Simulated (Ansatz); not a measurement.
# AlFH4O3 + H2O: a complex and its separated parts, part 3 of 3

Ansatz 0.2.0, Gaussian basis.

### 16 B2PLYP/def2-TZVPP

The inputs:

parta/in.yaml

```yaml
crystal:
  periodic: [false, false, false]
  atoms:
    - {symbol: Al, position_ang: [-0.664440, -0.335487, 0.905780]}
    - {symbol: O, position_ang: [1.124082, -0.577212, 0.179770]}
    - {symbol: O, position_ang: [-1.080458, 0.792614, -0.314995]}
    - {symbol: O, position_ang: [-1.044767, -1.995385, 0.716033]}
    - {symbol: F, position_ang: [-0.563003, 0.239345, 2.459551]}
    - {symbol: H, position_ang: [1.161497, -0.033048, -0.618698]}
    - {symbol: H, position_ang: [1.183838, -1.507422, -0.077281]}
    - {symbol: H, position_ang: [-1.595948, 1.577866, -0.149253]}
    - {symbol: H, position_ang: [-1.529564, -2.497627, 1.366151]}
basis:
  gaussian: {orbitals: def2-TZVPP}
hamiltonian: {xc: {name: B2PLYP}}
```

partb/in.yaml

```yaml
crystal:
  periodic: [false, false, false]
  atoms:
    - {symbol: H, position_ang: [1.612459, 1.940831, -1.519721]}
    - {symbol: O, position_ang: [1.141162, 1.113308, -1.637537]}
    - {symbol: H, position_ang: [0.255243, 1.282216, -1.309799]}
basis:
  gaussian: {orbitals: def2-TZVPP}
hamiltonian: {xc: {name: B2PLYP}}
```

One command serves all of them, each in its own folder.

The run is started by

```console
$ ansatz run in.yaml --threads 8 --pin off --events-out ev --progress --plain --max-ram 19148MiB
```

parta printed, cut to the lines that bear on the results:

```text
Functional definition: B2PLYP
  name "B2PLYP"
  cite "Grimme, J. Chem. Phys. 124, 034108 (2006) doi:10.1063/1.2148954"
  cite "Becke, Phys. Rev. A 38, 3098 (1988) doi:10.1103/PhysRevA.38.3098"
  cite "Lee, Yang & Parr, Phys. Rev. B 37, 785 (1988) doi:10.1103/PhysRevB.37.785"
[...]
1383 factors; integrals over basis functions are off by at most 9.4e-4 eV
[...]
mean field -15513.20508840 eV, -570.0997717708 hartree, gradient 2.1e-6 eV, S^2 0.000000; 0 other end points of the search recorded, 0 dependent functions left out
9 core orbitals not correlated: weight in the atoms' cores, before any rotation towards them, 1.000 or more for the frozen orbitals, at most 0.000 for the correlated occupied ones
reference -15513.20524100 eV, -570.0997773786 hartree; 16, 16 occupied and 197, 197 virtual orbitals, 1383 factors
second order -34.76464390 eV of doubles, -0.00000000 eV of singles
Total energy: -15522.59169485 eV, -570.4447231953 hartree
```

Output in partb, cut to the lines that bear on the results:

```text
[... 5 set-up lines as earlier in the session ...]
[...]
361 factors; integrals over basis functions are off by at most 7.6e-4 eV
[...]
mean field -2077.03827851 eV, -76.3297488680 hartree, gradient 8.5e-7 eV, S^2 0.000000; 0 other end points of the search recorded, 0 dependent functions left out
1 core orbitals not correlated: weight in the atoms' cores, before any rotation towards them, 1.000 or more for the frozen orbitals, at most 0.000 for the correlated occupied ones
reference -2077.03836353 eV, -76.3297519926 hartree; 4, 4 occupied and 54, 54 virtual orbitals, 361 factors
second order -8.41873013 eV of doubles, -0.00000000 eV of singles
Total energy: -2079.31142066 eV, -76.4132853015 hartree
```

Wall times: 1.8 s (parta), 0.15 s (partb) on 8 threads of Arm Neoverse V2, shared host.

### 17 PBE-QIDH/def2-TZVPP

The same edit goes into each in.yaml of step 16 (parta, partb):

```diff
-hamiltonian: {xc: {name: B2PLYP}}
+hamiltonian: {xc: {name: PBE-QIDH}}
```

One command serves all of them, each in its own folder.

The run is started by

```console
$ ansatz run in.yaml --threads 8 --pin off --events-out ev --progress --plain --max-ram 19148MiB
```

Log of parta, cut to the lines that bear on the results:

```text
Functional definition: PBE-QIDH
  name "PBE-QIDH"
  cite "Brémond, Sancho-García, Pérez-Jiménez & Adamo, J. Chem. Phys. 141, 031101 (2014) doi:10.1063/1.4890314"
[... 1 set-up line as earlier in the session ...]
[...]
1383 factors; integrals over basis functions are off by at most 9.4e-4 eV
[...]
mean field -15504.50755011 eV, -569.7801431337 hartree, gradient 5.5e-6 eV, S^2 0.000000; 0 other end points of the search recorded, 0 dependent functions left out
9 core orbitals not correlated: weight in the atoms' cores, before any rotation towards them, 1.000 or more for the frozen orbitals, at most 0.000 for the correlated occupied ones
reference -15504.50756205 eV, -569.7801435725 hartree; 16, 16 occupied and 197, 197 virtual orbitals, 1383 factors
second order -32.41544351 eV of doubles, -0.00000000 eV of singles
Total energy: -15515.31270988 eV, -570.1772254315 hartree
```

Output in partb, cut to the lines that bear on the results:

```text
[... 4 set-up lines as earlier in the session ...]
[...]
361 factors; integrals over basis functions are off by at most 7.6e-4 eV
[...]
mean field -2075.58435162 eV, -76.2763180405 hartree, gradient 2.2e-6 eV, S^2 0.000000; 0 other end points of the search recorded, 0 dependent functions left out
1 core orbitals not correlated: weight in the atoms' cores, before any rotation towards them, 1.000 or more for the frozen orbitals, at most 0.000 for the correlated occupied ones
reference -2075.58435711 eV, -76.2763182423 hartree; 4, 4 occupied and 54, 54 virtual orbitals, 361 factors
second order -7.85899627 eV of doubles, -0.00000000 eV of singles
Total energy: -2078.20402254 eV, -76.3725891710 hartree
```

Wall times: 1.8 s (parta), 0.15 s (partb) on 8 threads of Arm Neoverse V2, shared host.

### 18 RPA on PBE/def2-TZVPP

Each input of step 17 (parta, partb) changes in the same lines:

```diff
-hamiltonian: {xc: {name: PBE-QIDH}}
+hamiltonian: {xc: pbe}
+correlation: {method: rpa}
```

Each run has its own folder and the same command.

The run is started by

```console
$ ansatz run in.yaml --threads 8 --pin off --events-out ev --progress --plain --max-ram 19148MiB
```

Output in parta, cut to the lines that bear on the results:

```text
[... 4 set-up lines as earlier in the session ...]
[...]
1383 factors; integrals over basis functions are off by at most 9.4e-4 eV
[...]
mean field -15517.86747699 eV, -570.2711113911 hartree, gradient 8.7e-6 eV, S^2 0.000000; 0 other end points of the search recorded, 0 dependent functions left out
9 core orbitals not correlated: weight in the atoms' cores, before any rotation towards them, 1.000 or more for the frozen orbitals, at most 0.000 for the correlated occupied ones
reference -15472.92733139 eV, -568.6195915019 hartree; 16, 16 occupied and 197, 197 virtual orbitals, 1383 factors
Total energy: -15517.05664437 eV, -570.2413138418 hartree
```

partb printed, cut to the lines that bear on the results:

```text
[... 4 set-up lines as earlier in the session ...]
[...]
361 factors; integrals over basis functions are off by at most 7.6e-4 eV
[...]
mean field -2078.40755520 eV, -76.3800688584 hartree, gradient 2.1e-6 eV, S^2 0.000000; 0 other end points of the search recorded, 0 dependent functions left out
1 core orbitals not correlated: weight in the atoms' cores, before any rotation towards them, 1.000 or more for the frozen orbitals, at most 0.000 for the correlated occupied ones
reference -2069.53696172 eV, -76.0540805608 hartree; 4, 4 occupied and 54, 54 virtual orbitals, 361 factors
Total energy: -2080.48260460 eV, -76.4563255172 hartree
```

Times: 2 s (parta), 0.2 s (partb) on 8 threads of Arm Neoverse V2, shared host.

### 19 CCSD(T)/def2-TZVPP

Each input of step 18 (parta, partb) changes in the same lines:

```diff
-hamiltonian: {xc: pbe}
-correlation: {method: rpa}
+correlation: {method: ccsd_t}
```

Each run has its own folder and the same command.

The run is started by

```console
$ ansatz run in.yaml --threads 8 --pin off --events-out ev --progress --plain --max-ram 19148MiB
```

parta printed, cut to the lines that bear on the results:

```text
Functional definition: HF
  name "HF"
  cite "Fock, Z. Phys. 61, 126 (1930) doi:10.1007/BF01340294"
[... 1 set-up line as earlier in the session ...]
[...]
1383 factors; integrals over basis functions are off by at most 9.4e-4 eV
[...]
mean field -15474.49083985 eV, -568.6770493780 hartree, gradient 2.7e-6 eV, S^2 0.000000; 0 other end points of the search recorded, 0 dependent functions left out
9 core orbitals not correlated: weight in the atoms' cores, before any rotation towards them, 1.000 or more for the frozen orbitals, at most 0.000 for the correlated occupied ones
reference -15474.49083985 eV, -568.6770493780 hartree; 16, 16 occupied and 197, 197 virtual orbitals, 1383 factors
second order -29.21804189 eV of doubles, -0.00000000 eV of singles
cycle   1  -28.83168837 eV  change    3.9e-1 eV  update   1.0e-1
[...]
cycle   9  -29.48344181 eV  change    8.2e-6 eV  update   1.1e-5
perturbative correction -0.91689087 eV, -0.0336951179 hartree
Total energy: -15504.89117253 eV, -569.7942409979 hartree
```

Log of partb, cut to the lines that bear on the results:

```text
[... 4 set-up lines as earlier in the session ...]
[...]
361 factors; integrals over basis functions are off by at most 7.6e-4 eV
[...]
mean field -2069.76240803 eV, -76.0623655599 hartree, gradient 3.6e-6 eV, S^2 0.000000; 0 other end points of the search recorded, 0 dependent functions left out
1 core orbitals not correlated: weight in the atoms' cores, before any rotation towards them, 1.000 or more for the frozen orbitals, at most 0.000 for the correlated occupied ones
reference -2069.76240803 eV, -76.0623655599 hartree; 4, 4 occupied and 54, 54 virtual orbitals, 361 factors
second order -7.10556995 eV of doubles, -0.00000000 eV of singles
cycle   1  -7.11163056 eV  change   -6.1e-3 eV  update   4.1e-2
[...]
cycle   8  -7.26608671 eV  change    3.2e-6 eV  update   7.2e-6
perturbative correction -0.20740369 eV, -0.0076219450 hartree
Total energy: -2077.23589843 eV, -76.3370112664 hartree
```

Wall times: 44 s (parta), 0.2 s (partb) on 8 threads of Arm Neoverse V2, shared host; peak memory 3.8 GiB.

### 20 Vibrations of AlFH4O3

The input, vib-parta/in.yaml:

```yaml
crystal:
  periodic: [false, false, false]
  atoms:
    - {symbol: Al, position_ang: [-0.664440, -0.335487, 0.905780]}
    - {symbol: O, position_ang: [1.124082, -0.577212, 0.179770]}
    - {symbol: O, position_ang: [-1.080458, 0.792614, -0.314995]}
    - {symbol: O, position_ang: [-1.044767, -1.995385, 0.716033]}
    - {symbol: F, position_ang: [-0.563003, 0.239345, 2.459551]}
    - {symbol: H, position_ang: [1.161497, -0.033048, -0.618698]}
    - {symbol: H, position_ang: [1.183838, -1.507422, -0.077281]}
    - {symbol: H, position_ang: [-1.595948, 1.577866, -0.149253]}
    - {symbol: H, position_ang: [-1.529564, -2.497627, 1.366151]}
basis:
  gaussian: {orbitals: def2-TZVP}
hamiltonian: {xc: pbe0, dispersion: d4}
phonons: {temperatures: {t_min: 298.15, t_max: 900, t_step: 200}}
```

The run is started by

```console
$ ansatz run in.yaml --threads 8 --pin off --events-out ev --progress --plain --max-ram 19148MiB
```

The program printed, cut to the lines that bear on the results:

```text
[... 5 set-up lines as earlier in the session ...]
[...]
1064 factors; their error is unknown
[...]
mean field -15518.35248827 eV, -570.2889352269 hartree, gradient 5.3e-5 eV, S^2 0.000000; 0 other end points of the search recorded, 0 dependent functions left out
[...]
Atom 7 at    -1.595948     1.577866    -0.149253 Å, force     0.000042     0.000555    -0.000283 eV/Å
Atom 8 at    -1.529564    -2.497627     1.366151 Å, force    -0.000199    -0.000659    -0.000344 eV/Å
Dipole moment:     0.362931    -0.150360    -0.421439 e Å
Vibrations: 73.63 136.85 178.99 220.57 236.85 247.65 293.82 328.90 457.34 581.59 640.34 650.02 704.92 715.16 868.33 901.88 1607.66 3767.40 3859.65 3983.57 3984.60 cm⁻¹, zero-point energy 1.515070 eV
```

Wall time 41 s (8 threads of Arm Neoverse V2, shared host).

The modes, with what each moves most:

| mode | wavenumber (cm⁻¹) | character |
| --- | --- | --- |
| 1 | 74 | bend with torsion |
| 2 | 137 | bend with torsion |
| 3 | 179 | torsion with bend |
| 4 | 221 | torsion with bend |
| 5 | 237 | torsion with bend |
| 6 | 248 | torsion |
| 7 | 294 | torsion |
| 8 | 329 | torsion |
| 9 | 457 | Al–O stretch |
| 10 | 582 | bend with torsion |
| 11 | 640 | bend |
| 12 | 650 | Al–O stretch with bend |
| 13 | 705 | bend |
| 14 | 715 | bend with Al–O stretch |
| 15 | 868 | Al–F and Al–O stretch |
| 16 | 902 | Al–O stretch |
| 17 | 1608 | bend |
| 18 | 3767 | O–H stretch |
| 19 | 3860 | O–H stretch |
| 20 | 3984 | O–H stretch |
| 21 | 3985 | O–H stretch |

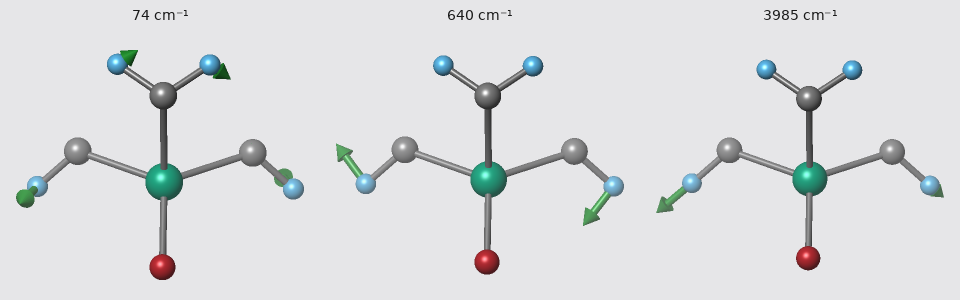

How the atoms move in 3 of the modes.

Vibrational sums (real modes only):

| T (K) | entropy (J/mol/K) | heat capacity (J/mol/K) |
| --- | --- | --- |
| 298 | 85.3 | 89.6 |
| 498 | 138.0 | 114.1 |
| 698 | 178.5 | 125.7 |
| 898 | 211.1 | 133.2 |

### 21 Vibrations of H2O

The input, vib-partb/in.yaml:

```yaml
crystal:
  periodic: [false, false, false]
  atoms:
    - {symbol: H, position_ang: [1.612459, 1.940831, -1.519721]}
    - {symbol: O, position_ang: [1.141162, 1.113308, -1.637537]}
    - {symbol: H, position_ang: [0.255243, 1.282216, -1.309799]}
basis:
  gaussian: {orbitals: def2-TZVP}
hamiltonian: {xc: pbe0, dispersion: d4}
phonons: {temperatures: {t_min: 298.15, t_max: 900, t_step: 200}}
```

The run is started by

```console
$ ansatz run in.yaml --threads 8 --pin off --events-out ev --progress --plain --max-ram 19148MiB
```

The program printed, cut to the lines that bear on the results:

```text
[... 5 set-up lines as earlier in the session ...]
[...]
239 factors; their error is unknown
[...]
mean field -2078.33307680 eV, -76.3773318276 hartree, gradient 1.2e-5 eV, S^2 0.000000; 0 other end points of the search recorded, 0 dependent functions left out
[...]
Total energy: -2078.33734664 eV, -76.3774887413 hartree
Atom 0 at     1.612459     1.940831    -1.519721 Å, force     0.000042    -0.000076    -0.000037 eV/Å
Atom 1 at     1.141162     1.113308    -1.637537 Å, force    -0.000066     0.000160     0.000071 eV/Å
Atom 2 at     0.255243     1.282216    -1.309799 Å, force     0.000024    -0.000084    -0.000034 eV/Å
Dipole moment:    -0.152882     0.367410     0.164287 e Å
Vibrations: 1622.89 3851.62 3959.34 cm⁻¹, zero-point energy 0.584824 eV
```

It took 0.4 s on 8 threads of Arm Neoverse V2, shared host.

The modes, with what each moves most:

| mode | wavenumber (cm⁻¹) | character |
| --- | --- | --- |
| 1 | 1623 | bend |
| 2 | 3852 | O–H stretch |
| 3 | 3959 | O–H stretch |

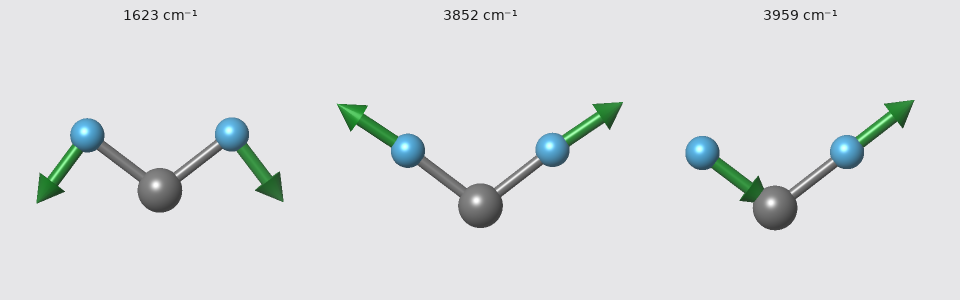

Displacements of 3 modes, as arrows.

Vibrational sums (real modes only):

| T (K) | entropy (J/mol/K) | heat capacity (J/mol/K) |
| --- | --- | --- |
| 298 | 0.0 | 0.2 |
| 498 | 0.4 | 1.7 |
| 698 | 1.4 | 3.9 |
| 898 | 2.6 | 6.1 |

### 22 Complex less separated parts

The complex's own energies come from single points at the same levels.

Rows are in def2-TZVPP; times add the 3 runs of a level on a shared host, so small differences are noise.

Differences are taken before rounding.

| method | rung | complex less parts (kJ/mol) | from CCSD(T) (kJ/mol) | time |
| --- | --- | --- | --- | --- |
| SPW92 | LDA | -123.5 | -47.6 | 1.4 s |
| PBE-D4 | GGA | -89.0 | -13.1 | 2 s |
| BLYP-D4 | GGA | -84.0 | -8.1 | 2.1 s |
| r2SCAN-D4 | meta-GGA | -85.8 | -9.8 | 4.2 s |
| B97M-V | meta-GGA | -76.2 | -0.3 | 7.7 s |
| PBE0-D4 | hybrid | -84.5 | -8.6 | 3 s |
| B3LYP-D4 | hybrid | -82.7 | -6.8 | 2.8 s |
| r2SCAN0-D4 | hybrid | -83.3 | -7.4 | 4.6 s |
| BHLYP-D4 | hybrid | -79.6 | -3.7 | 2.7 s |
| CAM-B3LYP-D4 | range-separated hybrid | -87.0 | -11.0 | 3.1 s |
| wB97X-V | range-separated hybrid | -78.8 | -2.9 | 6.9 s |
| wB97M-V | range-separated hybrid | -78.9 | -2.9 | 7.9 s |
| B2PLYP | double hybrid | -76.1 | -0.1 | 5.1 s |
| PBE-QIDH | double hybrid | -79.1 | -3.2 | 5.2 s |
| RPA on PBE | RPA | -71.0 | +4.9 | 5.5 s |
| Hartree-Fock | wavefunction | -46.9 | +29.1 |  |
| MP2 | wavefunction | -77.9 | -2.0 |  |
| CCSD | wavefunction | -70.9 | +5.0 |  |
| CCSD(T) | wavefunction | -75.9 | 0 | 3.9 min |

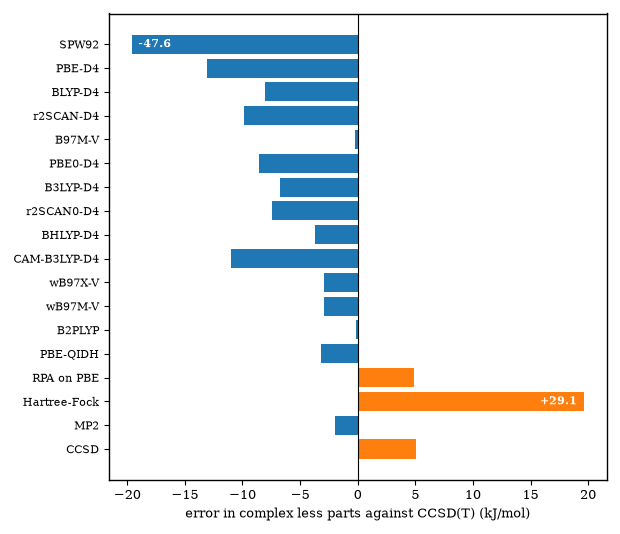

Deviations from CCSD(T), method by method. Bars with a number in them are cut short.

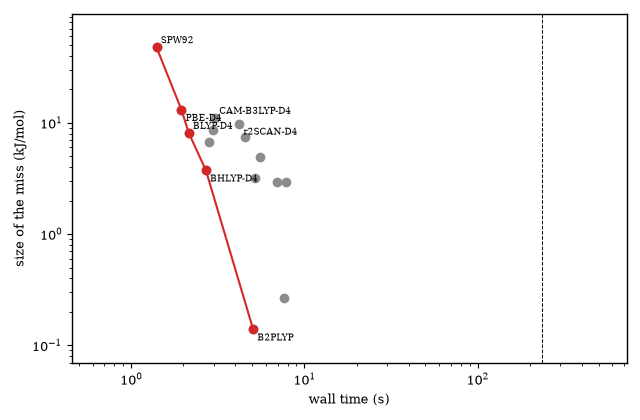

Accuracy for the time spent; red marks the levels that beat every quicker one drawn (of those quicker than the yardstick), and the dashed line is the time of CCSD(T). Only those levels and the largest misses are named. Times are from a shared host.

For cost: B2PLYP gets within 0.1 kJ/mol in 5.1 s, where CCSD(T) took 3.9 min; the quickest level in the cost chart, SPW92, takes 1.4 s and misses by 47.6 kJ/mol.

The complex's zero-point energy, from a separate PBE0-D4 run, is 2.217 eV.

### 23 Outcome

This closing draws on all 3 parts.

```
                              quantity         value
complex less parts, CCSD(T)/def2-TZVPP  -75.9 kJ/mol
                with zero-point energy  -64.6 kJ/mol
                 largest T1 diagnostic         0.011
```

In words: At CCSD(T) the complex lies 75.9 kJ/mol below its parts. B2PLYP is the best functional here (-0.1 kJ/mol from CCSD(T)); SPW92 is the worst (-47.6 kJ/mol). Mean unsigned error by rung: LDA 47.6, GGA 10.6, meta-GGA 5.1, hybrid 6.6, range-separated hybrid 5.6, double hybrid 1.7 kJ/mol. The double hybrids carry no dispersion term here, unlike the levels marked D4 or V. PBE-D4 gives a relative energy 13.1 kJ/mol too low, outside chemical accuracy (1 kcal/mol, 4.2 kJ/mol). No counterpoise was applied, and triple zeta lacks some correlation, so the CCSD(T) reference has a basis error of its own, and close matches with it are partly luck.
